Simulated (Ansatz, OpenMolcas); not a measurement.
A ladder of methods for Si2H4F2 (SMILES F[SiH](F)[SiH3])

Si2H4F2: 8 atoms, total charge 0, spin state singlet. As SMILES, `F[SiH](F)[SiH3]`. Geometry: relaxed at PBE0-D4/def2-TZVP.

```xyz
8

F     0.9719   -1.0464    1.7295
Si    1.0618   -0.3205    0.3140
F     1.6187   -1.3925   -0.7250
Si   -1.0752    0.3728   -0.3469
H     2.0810    0.7488    0.4318
H    -1.5952    1.3523    0.6429
H    -0.9832    1.0253   -1.6793
H    -1.9877   -0.7968   -0.4227
```

Each level gives the vertical energy of the triplet above the singlet (eV). The values are calculated.

```tsv
level	kind	program	value (eV)	CPU time (all runs)
HF/cc-pVDZ	Hartree–Fock	OpenMolcas	6.57	40 s
PBE/cc-pVDZ	GGA	Ansatz	5.84	31 s
BHLYP/cc-pVDZ	global hybrid	Ansatz	6.58	62 s
M06-2X/cc-pVDZ	hybrid meta-GGA	OpenMolcas	6.48	3.6 min
HSE06/cc-pVDZ	range-separated hybrid	Ansatz	6.14	42 s
B2PLYP/cc-pVDZ	double hybrid	Ansatz	6.48	68 s
RPA@PBE/cc-pVDZ	RPA	Ansatz	6.42	45 s
MP2/cc-pVDZ	perturbation theory	Ansatz	6.71	20 s
CCSD/cc-pVDZ	coupled cluster or CI	Ansatz	6.69	71 s
```

The values span 5.84 to 6.71 eV. A triplet this far above the singlet is often a Rydberg-like or dissociative state; sets without diffuse functions put Rydberg states too high. CPU times are rough (shared hosts, several kinds of processor and program).

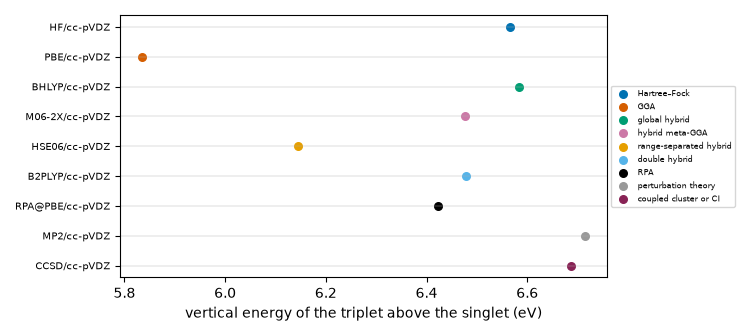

The values of the table, level by level.
